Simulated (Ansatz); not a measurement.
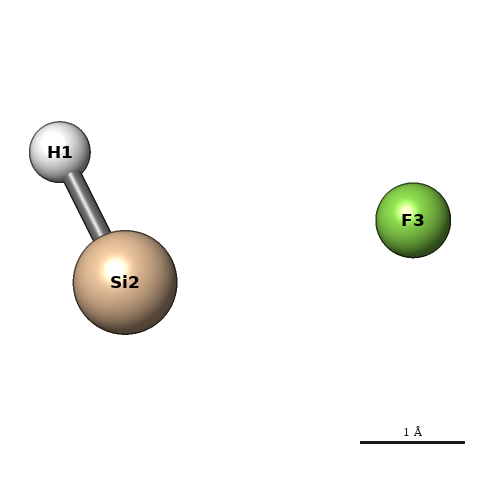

Source: calculation with Ansatz.

The atoms are numbered. Geometry: a fixed input geometry, not necessarily a minimum.

List the bonds and their lengths.

```
  bond  length (Å)
H1–Si2       1.530
```
